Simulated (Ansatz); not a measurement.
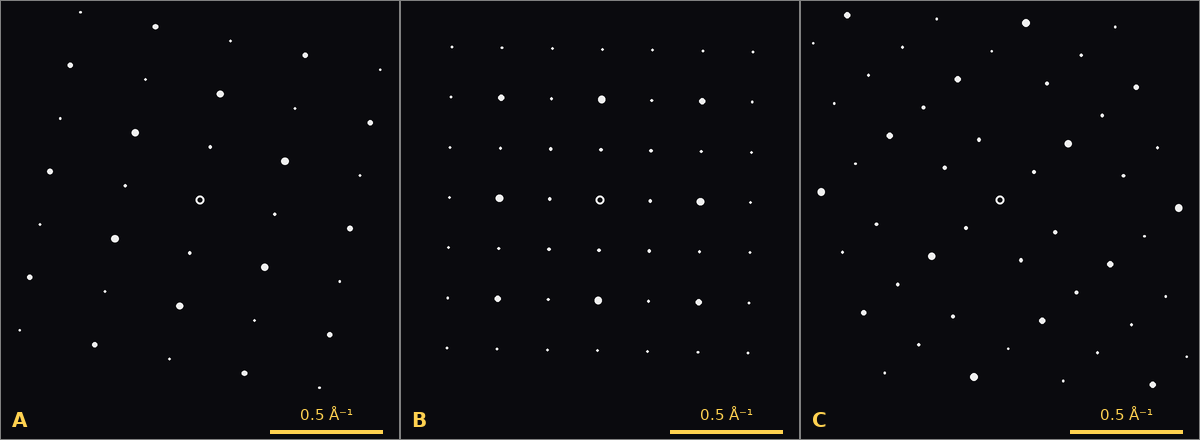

Kinematic electron diffraction patterns (300 kV, B = 0.5 Å², same scale, each along a low-index zone) of three structures of composition Ta3Ga, each relaxed at zero pressure with DFT PBE, scalar-relativistic, plane waves, PAW in Ansatz 0.2.0.

The structures (standard cells):
1. P4/mmm (No. 123), a = 4.426 Å, c = 3.552 Å, 4 atoms; generated start, possibly hypothetical
2. Pm-3m (No. 221), a = 4.119 Å, 4 atoms; generated start, possibly hypothetical
3. P6_3/mmc (No. 194), a = 5.802 Å, c = 4.819 Å (hexagonal axes), 8 atoms; generated start, possibly hypothetical

> Which pattern belongs to which structure, and along which zone?

A is structure 2 along [110] or an equivalent direction: rectangular net of 0 0 1 at d = 4.12 Å and 1 -1 0 at d = 2.91 Å, 90.0° apart. B is structure 1 along [001]: square net of 1 0 0 at d = 4.43 Å and 0 1 0 at d = 4.43 Å, 90.0° apart. C is structure 3 along [101] or an equivalent direction: centred rectangular net of 0 1 0 at d = 5.03 Å and 1 0 -1 at d = 3.48 Å, 69.8° apart (some points of this net are extinct or too weak to see).

> Rank the structures by their computed energy.

Structure 1 (P4/mmm, 17.40 Å³ an atom) is the lowest of these; structure 2 (Pm-3m, 17.47 Å³ an atom) lies about 84 meV an atom higher; structure 3 (P6_3/mmc, 17.56 Å³ an atom) lies about 120 meV an atom higher. These are static energies at 0 K; other structures, not shown, may lie lower still.
